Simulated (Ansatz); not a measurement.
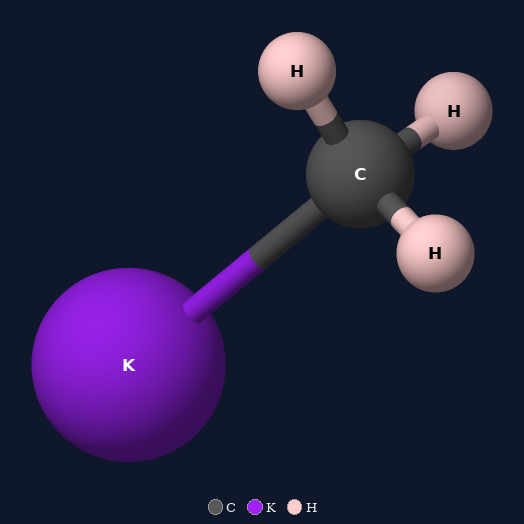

Ball-and-stick drawing of a structure. Every bond is drawn as one stick, whatever its order.

Count the atoms of each element.

CH₃K, 5 atoms: 1 carbon, 3 hydrogen and 1 potassium.

Give the symmetry (Schoenflies symbol).

C3v.

Count the bonded pairs by element.

3 C–H, 1 C–K.

Write the SMILES.

[CH3][K]

The parts below concern this one geometry. Atoms keep their numbers from picture to picture. The computed structure is the end point of a PBE0-D4/def2-TZVP optimisation.

### Geometry

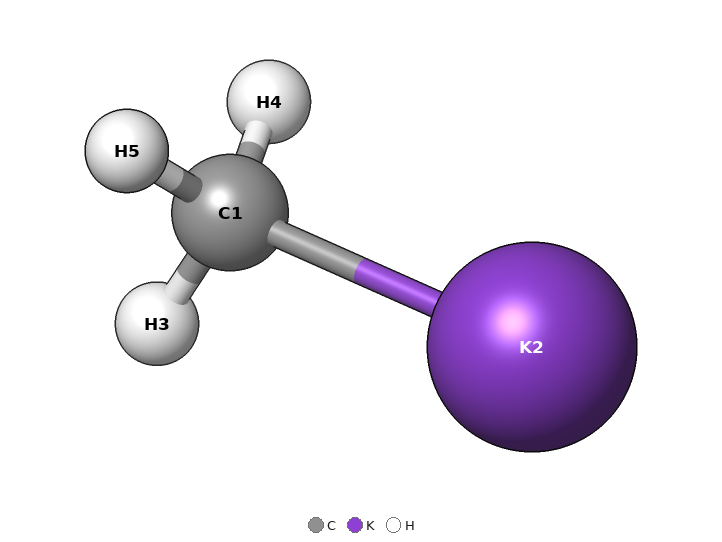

The atoms are numbered.

Give the bond lengths.

```tsv
bond	length (Å)
C1–K2	2.676
C1–H3	1.098
C1–H4	1.098
C1–H5	1.098
```

### Dipole moment

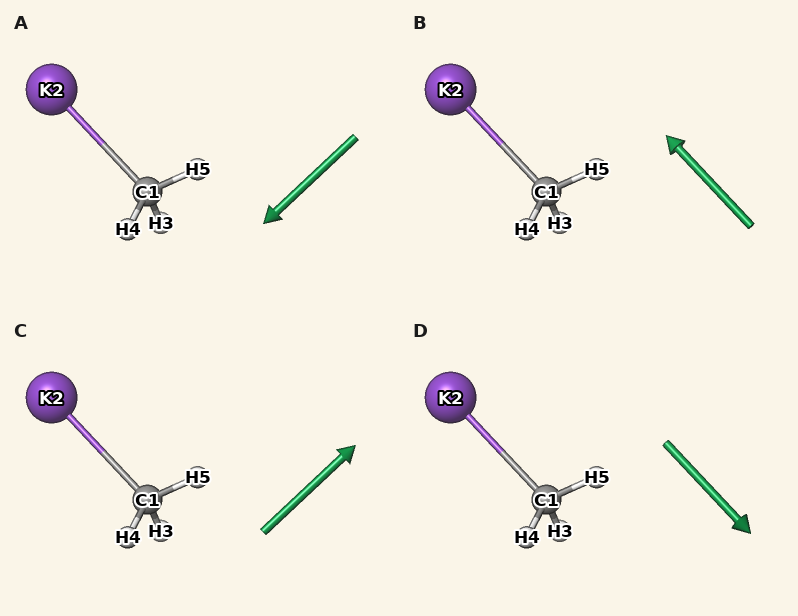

The same molecule four times, each with an arrow. Properties computed with RKS ωB97M-V/def2-TZVPP (Ansatz 0.2.0).

Which arrow points along the dipole moment, from the negative to the positive end?

B. The dipole moment is 7.98 D; it points from the side of H3, H4, H5 to the side of K2 (the outermost atoms at the two ends).

### Thermal motion

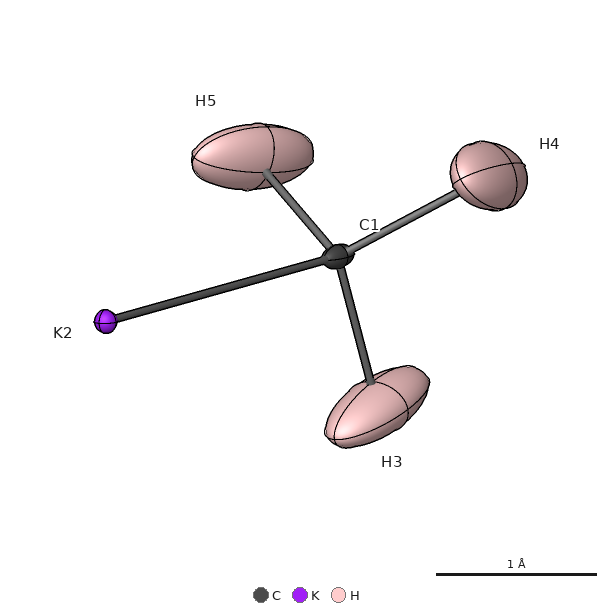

Displacement ellipsoids at the 50 % level, enlarged 1.5 times, from the internal vibrations of the free molecule (harmonic, no overall translation or rotation; no half-axis is drawn under 0.075 Å). Vibrations computed with RKS PBE0-D4/def2-TZVP (Ansatz 0.2.0). Temperature: 298 K.

Which atom has the largest mean-square displacement?

H3, H4, H5, with U_eq = 0.0213 Å².

Does H3 move more along its bond or across it?

Across it: the root-mean-square amplitude is 0.078 Å along the bond and up to 0.220 Å across, since bending and torsion are softer than stretching.

List U_eq and the three principal root-mean-square amplitudes for each kind of atom.

| atom | U_eq (Å²) | rms amplitudes (Å) |
| --- | --- | --- |
| C1 | 0.0020 | 0.027, 0.027, 0.068 |
| K2 | 0.00022 | 0.003, 0.003, 0.025 |
| H3, H4, H5 | 0.0213 | 0.074, 0.098, 0.220 |

### Vibrations

Harmonic vibrations computed with RKS PBE0-D4/def2-TZVP (Ansatz 0.2.0) at a stationary point of the same level.

How many vibrational modes are there, and where do they lie?

9 modes: 304, 342, 342, 984, 1434, 1434, 2984, 3070, 3070 cm⁻¹.

### Charges

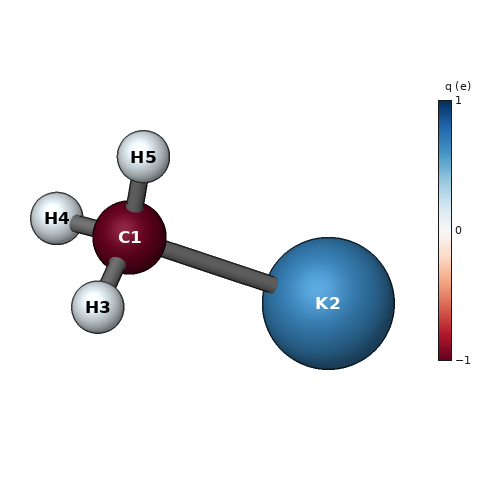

Atoms are coloured by their Mulliken charges. Level of theory: RKS PBE0-D4/def2-TZVP (Ansatz 0.2.0).

Give the Mulliken charges atom by atom.

```json
{"atom": "C1", "value (e)": "−0.99"}
{"atom": "K2", "value (e)": "0.66"}
{"atom": "H3", "value (e)": "0.11"}
{"atom": "H4", "value (e)": "0.11"}
{"atom": "H5", "value (e)": "0.11"}
```

Mulliken values depend strongly on the basis set and can even reverse the polarity of a bond.
